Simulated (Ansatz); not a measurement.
```xyz
8

Ge   -0.1919    0.7053   -0.0453
H    -0.4251    1.9864    0.7393
F     1.3883    0.6866   -0.7546
F    -1.2562    0.5852   -1.4070
O    -0.3960   -0.7014    0.9795
H    -0.3270   -1.5541    0.5171
Cl    0.7804   -3.6930    1.0748
H     0.9527   -2.8145    2.0079
```

Computed with RKS B3LYP/def2-SVP (Ansatz).

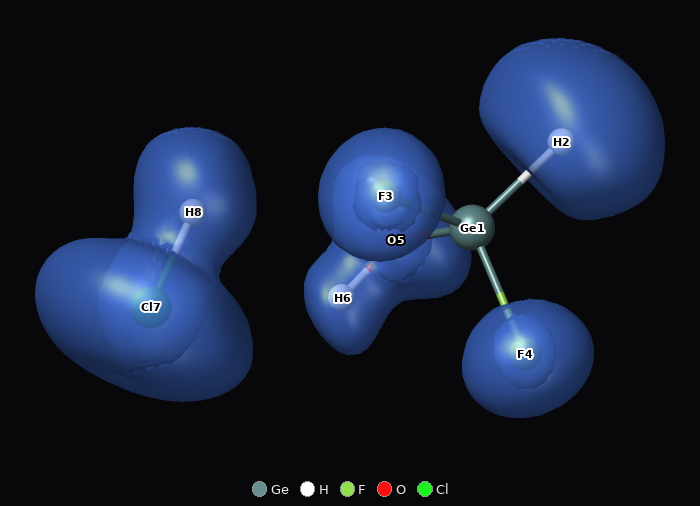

F$_{2}$GeH$_{2}$O···HCl. Isosurface of the electron localisation function at 0.75 (blue), seen at a tilt. Only the valence region is drawn (cores and ρ < 0.01 e/Å³ removed).

Q: What do the ELF domains correspond to?

A: At this value the surface marks out one region around a hydrogen nucleus, two regions wrapped around F (the valence shell of each), one joined region spread over several atoms (Cl, H), in which their bonds and any lone pairs are merged and one joined region spread over several atoms (H, O), in which their bonds and any lone pairs are merged.

Values along the shortest contacts:
Cl7···H6 (2.47 Å): the ELF dips to about 0.05 between them; by its geometry a hydrogen bond between the two molecules, with no shared pair. Ge–F (1.73 Å): the ELF peaks at about 0.80 in the valence shell of F, 0.5 Å from its nucleus, and is about 0.25 at the midpoint.
